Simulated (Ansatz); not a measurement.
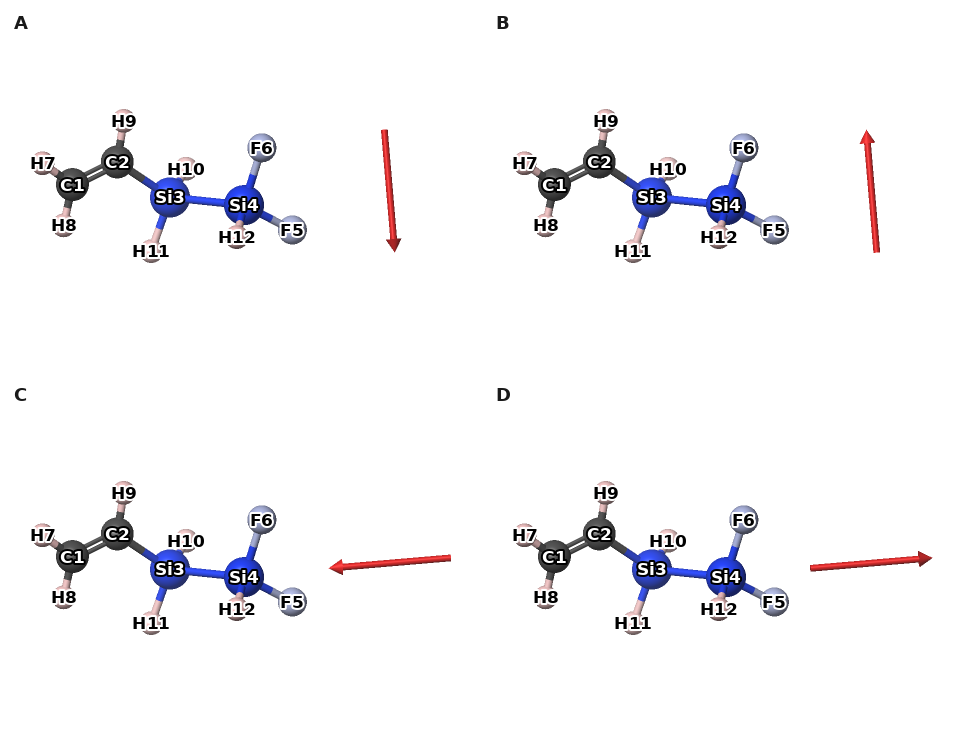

The same molecule four times, each with an arrow. Computed geometry: PBE0-D4/def2-TZVP optimisation. No frequency run is at hand to confirm it as a minimum. Method: RKS PBE-D4/def2-TZVPP (Ansatz 0.2.0).

Which arrow points along the dipole moment, from the negative to the positive end?

C. The dipole moment is 2.27 D; it points from the side of F5 to the side of H7 (the outermost atoms at the two ends).
